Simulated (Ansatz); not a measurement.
```yaml
atoms:
  - { symbol: Cl, position_ang: [-1.5478, -3.3017, -1.2171] }
  - { symbol: Cl, position_ang: [0.0871, -0.2750, -2.4987] }
  - { symbol: Cl, position_ang: [0.7761, -1.4622, 0.8370] }
  - { symbol: Cl, position_ang: [-1.3814, 0.0438, 1.6279] }
  - { symbol: Ge, position_ang: [-0.9686, -1.1929, -0.7559] }
```

Geometry: BLYP-D3(BJ)/def2-SVP.

All numbers below come from Ansatz, isolated molecule in a Gaussian basis; Kohn-Sham density functional theory, functional PBE0.

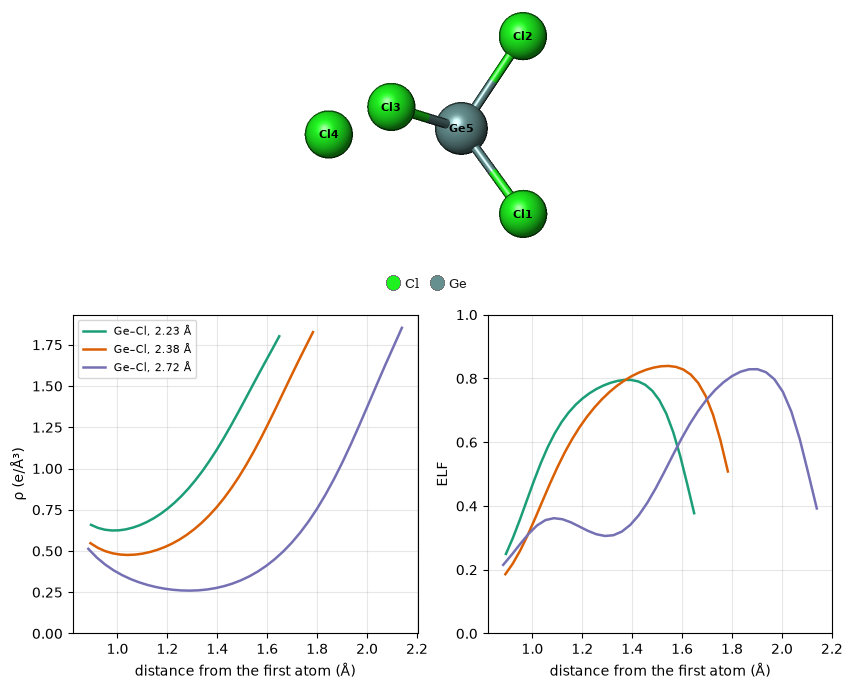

Cl$_{3}$Ge···Cl (triplet). Electron density and ELF along straight lines between neighbouring atoms. The curves leave out the atomic cores. The structure is drawn too.

### What can be read from the curves?

Ge–Cl (2.23 Å): the density is about 0.68 e/Å³ at the midpoint; the ELF peaks at about 0.80 in the valence shell of Cl, 0.9 Å from its nucleus, and is about 0.65 at the midpoint.
Ge–Cl (2.38 Å): ρ is about 0.52 e/Å³ halfway; the ELF peaks at about 0.85 in the valence shell of Cl, 0.8 Å from its nucleus, and is about 0.65 at the midpoint.
Ge5···Cl4 (2.72 Å): the density falls to about 0.26 e/Å³ on the way; the ELF peaks at about 0.85 in the valence shell of Cl, 0.8 Å from its nucleus, and is about 0.30 at the midpoint.
